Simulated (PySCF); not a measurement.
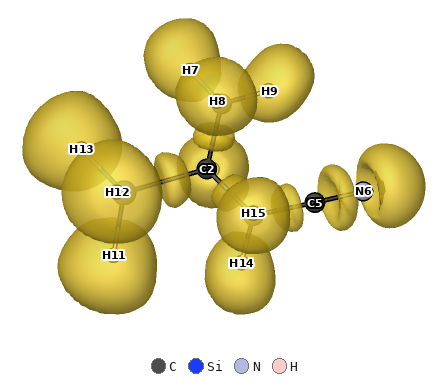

The picture shows: C4H9NSi (SMILES C[C@H]([SiH3])CC#N). Isosurface of the electron localisation function at 0.8 (yellow), seen across its widest extent. Core shells and regions of very low density are left out.

Geometry: GFN2-xTB.

The calculation used PBE0/pcSseg-1, SCF density, gas phase, non-relativistic in PySCF.

The calculation's input:

```
{"job": {"kind": "nmr", "xc": "PBE0", "basis": "pcSseg-1"}, "charge": 0, "multiplicity": 1}
C      0.521114     1.384246    -0.192777
C     -0.040263    -0.020655    -0.398812
Si    -1.943193    -0.056047    -0.208713
C      0.621494    -1.004146     0.580784
C      2.033461    -1.112933     0.321349
N      3.150119    -1.183924     0.084067
H      0.089967     2.077085    -0.912183
H      0.293780     1.748369     0.808327
H      1.603517     1.393052    -0.318914
H      0.221860    -0.342459    -1.413584
H     -2.402417    -1.431041    -0.416253
H     -2.285977     0.377802     1.147412
H     -2.530660     0.844440    -1.197791
H      0.181882    -2.001370     0.484034
H      0.480901    -0.664430     1.611142
```

Run with:

```sh
OMP_NUM_THREADS=1 python probes_run.py task.json out
```

> Where are the electrons localised?

The surface consists of three regions between bonded C–C atoms (shared pairs), one region between bonded C–N atoms (shared pairs), one region between bonded C–Si atoms (shared pairs), nine regions around hydrogen nuclei and one lobe on N, pointing away from the bonds (lone pairs). Along the contacts the grid gives the following. C–N (1.14 Å): the ELF peaks at about 0.90 between the atoms; a short, multiple covalent bond. C–C (1.44 Å): the ELF peaks at about 0.95 between the atoms (a covalent bond).
